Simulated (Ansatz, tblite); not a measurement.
# The cluster Sn₄H₈: one state, many levels, part 2 of 2

Aim: run the singlet of the cluster Sn₄H₈ at one geometry on many levels, and compare frontier levels, spin and run time.

Ansatz 0.2.0, Gaussian basis; as each input shows. Earlier steps stand in the parts before.

## 17. CCSD(T)/def2-SVP

in.yaml

```yaml
crystal:
  periodic: [false, false, false]
  atoms:
    - {symbol: Sn, position_ang: [1.940850, -0.008288, 0.161962]}
    - {symbol: Sn, position_ang: [-2.080473, 0.519569, 0.318516]}
    - {symbol: Sn, position_ang: [-0.333648, -1.706969, 0.181274]}
    - {symbol: Sn, position_ang: [-0.300260, 2.559626, -0.795651]}
    - {symbol: H, position_ang: [-3.530008, 0.081039, -0.546195]}
    - {symbol: H, position_ang: [3.033222, 0.151482, -1.177029]}
    - {symbol: H, position_ang: [0.044200, 1.331757, -2.076307]}
    - {symbol: H, position_ang: [-0.220032, -2.555798, -1.331794]}
    - {symbol: H, position_ang: [2.891754, 0.214237, 1.605733]}
    - {symbol: H, position_ang: [-2.565059, 0.595966, 1.993016]}
    - {symbol: H, position_ang: [-0.074868, -2.890736, 1.433390]}
    - {symbol: H, position_ang: [1.194332, 1.708126, 0.233074]}
basis:
  gaussian: {orbitals: def2-SVP, initial_orbitals: start.molden}
correlation: {method: ccsd_t}
scf: {omitted_lower_state_checks: [starts]}
output: {orbitals: {seedname: orbitals}}
```

The run is started by

```bash
> ansatz run in.yaml --threads 4 --pin off --events-out ev --progress --plain --max-ram 4787MiB
```

Output, shortened:

```text
Functional definition: HF
  name "HF"
  cite "Fock, Z. Phys. 61, 126 (1930) doi:10.1007/BF01340294"
  parent pbe
[...]
1776 factors; integrals over basis functions are off by at most 5.0e-4 eV
[...]
mean field -23347.54422393 eV, -858.0064246954 hartree, gradient 2.2e-6 eV, S^2 0.000000; 0 other end points of the search recorded, 0 dependent functions left out
16 core orbitals not correlated: weight in the atoms' cores, before any rotation towards them, 1.000 or more for the frozen orbitals, at most 0.000 for the correlated occupied ones
reference -23347.54422393 eV, -858.0064246954 hartree; 32, 32 occupied and 96, 96 virtual orbitals, 1776 factors
second order -12.32527453 eV of doubles, -0.00000000 eV of singles
cycle   1  -13.65004896 eV  change    -1.3e0 eV  update   1.2e-1
[...]
cycle   9  -14.35549514 eV  change   -9.8e-6 eV  update   6.0e-5
perturbative correction -0.51125544 eV, -0.0187882907 hartree
Total energy: -23362.41097450 eV, -858.5527677021 hartree
Checks for a lower state left out: starts
```

Run time: 70 s. Hardware: 4 threads of Arm Neoverse V1, shared host; peak memory 1.5 GiB.

Report: Hartree-Fock HOMO -7.79 eV, LUMO 0.63 eV; T1 0.011.

## 18. MP2/def2-TZVP

in.yaml, as its differences from that of step 17:

```diff
@@ -16,4 +16,4 @@
 basis:
-  gaussian: {orbitals: def2-SVP, initial_orbitals: start.molden}
-correlation: {method: ccsd_t}
+  gaussian: {orbitals: def2-TZVP, initial_orbitals: start.molden}
+correlation: {method: mp2}
 scf: {omitted_lower_state_checks: [starts]}
```

Launched as before.

Output:

```text
Functional definition: HF
  name "HF"
  cite "Fock, Z. Phys. 61, 126 (1930) doi:10.1007/BF01340294"
  parent pbe
  exchange = exact_x
  correlation = 0
these checks for a lower state are left out or cut short: starts
2316 factors; integrals over basis functions are off by at most 1.1e-3 eV
mean field evaluation 1: about -23346.9526 eV, gradient 2.0e1 eV
mean field evaluation 2: about -23348.1935 eV, gradient 1.1e0 eV
mean field evaluation 4: about -23348.4275 eV, gradient 1.5e-2 eV
mean field evaluation 8: about -23348.4275 eV, gradient 2.7e-6 eV
mean field -23348.42746795 eV, -858.0388833146 hartree, gradient 3.3e-6 eV, S^2 0.000000; 0 other end points of the search recorded, 0 dependent functions left out
16 core orbitals not correlated: weight in the atoms' cores, before any rotation towards them, 1.000 or more for the frozen orbitals, at most 0.000 for the correlated occupied ones
reference -23348.42746795 eV, -858.0388833146 hartree; 32, 32 occupied and 200, 200 virtual orbitals, 2316 factors
second order -35.29341083 eV of doubles, -0.00000000 eV of singles
Total energy: -23383.72087878 eV, -859.3358922399 hartree
Checks for a lower state left out: starts
```

It took 8.5 s on 4 threads of Arm Neoverse V1, shared host; peak memory 0.94 GiB.

Hartree-Fock HOMO -7.82 eV, LUMO 0.50 eV.

## 19. RPA/def2-TZVP

in.yaml, as its differences from that of step 18:

```diff
@@ -17,4 +17,4 @@
   gaussian: {orbitals: def2-TZVP, initial_orbitals: start.molden}
-correlation: {method: mp2}
+hamiltonian: {xc: pbe}
+correlation: {method: rpa}
 scf: {omitted_lower_state_checks: [starts]}
-output: {orbitals: {seedname: orbitals}}
```

Same command.

Output, shortened:

```text
Functional definition: PBE
  name "PBE"
  cite "Perdew, Burke & Ernzerhof, Phys. Rev. Lett. 77, 3865 (1996) doi:10.1103/PhysRevLett.77.3865"
  parent pbe
[...]
2316 factors; integrals over basis functions are off by at most 1.1e-3 eV
[...]
mean field -23455.57987076 eV, -861.9766614873 hartree, gradient 8.7e-6 eV, S^2 0.000000; 0 other end points of the search recorded, 0 dependent functions left out
16 core orbitals not correlated: weight in the atoms' cores, before any rotation towards them, 1.000 or more for the frozen orbitals, at most 0.000 for the correlated occupied ones
reference -23346.06581497 eV, -857.9520941683 hartree; 32, 32 occupied and 200, 200 virtual orbitals, 2316 factors
Total energy: -23397.78411454 eV, -859.8527066215 hartree
Checks for a lower state left out: starts
```

Wall time 15 s (4 threads of Arm Neoverse V1, shared host); peak memory 1 GiB.

## 20. Comparison

```
                 level  functions  HOMO (eV)  LUMO (eV)  gap (eV)   time
       PBE-D4/def2-SVP        144      -5.36      -2.91      2.45  1.9 s
      PBE-D4/def2-TZVP        248      -5.43      -2.97      2.46  3.9 s
     PBE-D4/def2-TZVPD        296      -5.44      -2.98      2.46    6 s
   r2SCAN-D4/def2-TZVP        248      -5.61      -2.84      2.77    8 s
  r2SCAN-D4/def2-TZVPD        296      -5.61      -2.85      2.77   11 s
      PBE0-D4/def2-SVP        144      -6.16      -2.25      3.91  3.4 s
     PBE0-D4/def2-TZVP        248      -6.20      -2.28      3.92   13 s
    PBE0-D4/def2-TZVPD        296      -6.21      -2.29      3.92   11 s
     LC-ωPBE/def2-TZVP        248      -8.31      -0.39      7.92  5.5 s
     ωB97M-V/def2-TZVP        248      -8.00      -0.65      7.36   22 s
LC-ωPBE(0.10)/def2-SVP        144      -6.70      -1.59      5.11  2.8 s
LC-ωPBE(0.15)/def2-SVP        144      -7.15      -1.15      6.00  2.3 s
LC-ωPBE(0.20)/def2-SVP        144      -7.49      -0.84      6.65  2.3 s
LC-ωPBE(0.30)/def2-SVP        144      -7.97      -0.49      7.48  2.4 s
```

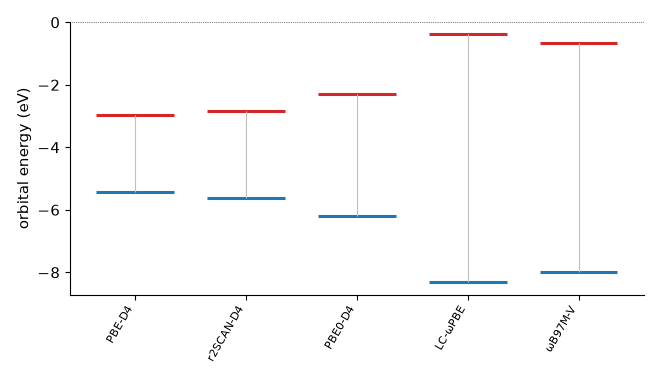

Highest filled (blue) and lowest empty (red) level in def2-TZVP.

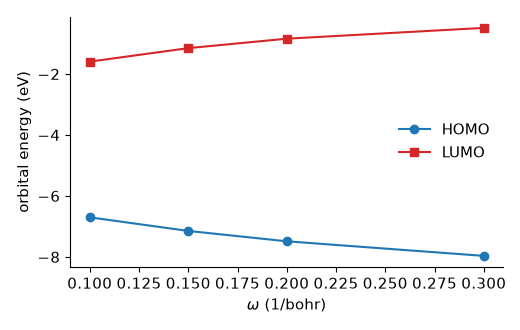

Frontier levels against the ω (1/bohr), in def2-SVP.

Energy pieces by basis (eV):

```
    basis           HF  MP2 correlation  CCSD correlation      (T)              total
 def2-SVP  -23347.5442         -12.3253          -14.3555  -0.5113        -23362.4110
def2-TZVP  -23348.4275         -35.2934                             -23383.7209 (MP2)
```

The correlation energy is far from converged in these sets, so it jumps between bases; where outer-core shells are correlated, the sets cover them unevenly.

## 21. Binding energy

Free atoms were run apart at each level; binding is atoms less cluster, divided by the number of atoms, without zero-point or spin-orbit terms.

Differences are taken before rounding.

```
              method  binding an atom (eV)  from CCSD(T)/def2-SVP (eV)   time
         HF/def2-SVP                 1.514                      -0.584       
        HF/def2-TZVP                 1.544                      -0.555       
     PBE-D4/def2-SVP                 2.248                      +0.149  1.9 s
    PBE-D4/def2-TZVP                 2.263                      +0.164  3.9 s
   PBE-D4/def2-TZVPD                 2.264                      +0.165    6 s
 r2SCAN-D4/def2-TZVP                 2.279                      +0.180    8 s
r2SCAN-D4/def2-TZVPD                 2.280                      +0.181   11 s
    PBE0-D4/def2-SVP                 2.229                      +0.131  3.4 s
   PBE0-D4/def2-TZVP                 2.247                      +0.149   13 s
  PBE0-D4/def2-TZVPD                 2.248                      +0.150   11 s
   LC-ωPBE/def2-TZVP                 2.206                      +0.108  5.5 s
   ωB97M-V/def2-TZVP                 2.266                      +0.168   22 s
        MP2/def2-SVP                 2.032                      -0.066       
       MP2/def2-TZVP                 2.084                      -0.014  8.5 s
       CCSD/def2-SVP                 2.069                      -0.029       
    CCSD(T)/def2-SVP                 2.098                           0   70 s
```

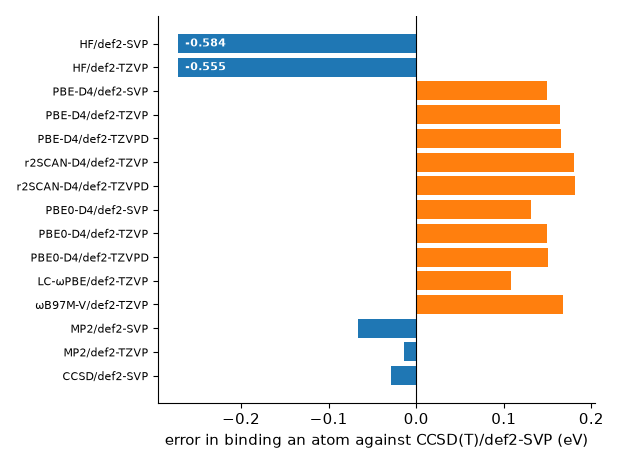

How far each level lands from CCSD(T)/def2-SVP. Bars with a number in them are cut short.

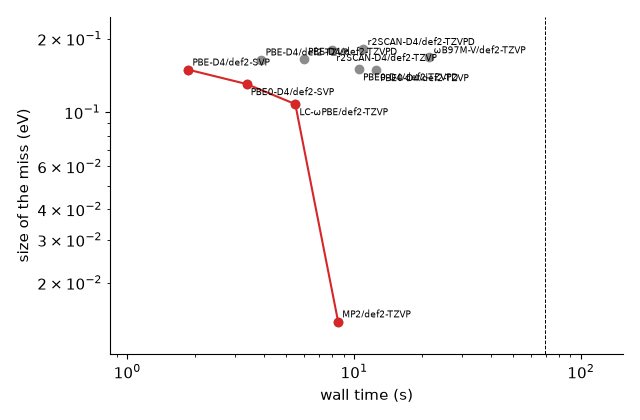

Accuracy for the time spent; red marks the levels that beat every quicker one drawn (of those quicker than the yardstick), and the dashed line is the time of CCSD(T)/def2-SVP. Times are from a shared host.

## 22. Outcome

The summary covers parts 1 to 2.

| quantity | value |
| --- | --- |
| gap in def2-TZVP, named functionals, smallest and largest | 2.46 eV (PBE-D4), 7.92 eV (LC-ωPBE) |
| gap over the ω (1/bohr) | 5.11 eV at 0.1, 7.48 eV at 0.3 |
| correlation energy, CCSD(T)/def2-SVP | -14.87 eV |
| correlation energy, MP2/def2-TZVP | -35.29 eV |
| binding an atom, CCSD(T)/def2-SVP | 2.098 eV |
| PBE0 total energy, smallest basis above largest | 0.88 eV (def2-SVP, def2-TZVPD) |

**Reading.** Over the named functionals in def2-TZVP the gap runs from 2.46 eV (PBE-D4) to 7.92 eV (LC-ωPBE); exact exchange widens it. Raising the ω (1/bohr) from 0.1 to 0.3 moves the HOMO by -1.26 eV and the LUMO by +1.11 eV. The functionals in def2-TZVP miss CCSD(T)/def2-SVP by +0.108 (LC-ωPBE) to +0.180 eV (r2SCAN-D4) an atom. The yardstick is in a double-zeta basis, so levels in larger sets aren't compared like for like. CCSD(T)/def2-SVP isn't at the basis-set limit; small misses against it rank nothing.

For cost: MP2/def2-TZVP gets within 0.014 eV in 8.5 s, where CCSD(T)/def2-SVP took 70 s; the quickest level in the cost chart, PBE-D4/def2-SVP, takes 1.9 s and misses by 0.149 eV. The slowest run with a step of its own, CCSD(T)/def2-SVP, took 70 s; the quickest functional in def2-TZVP took 3.9 s (shared host).
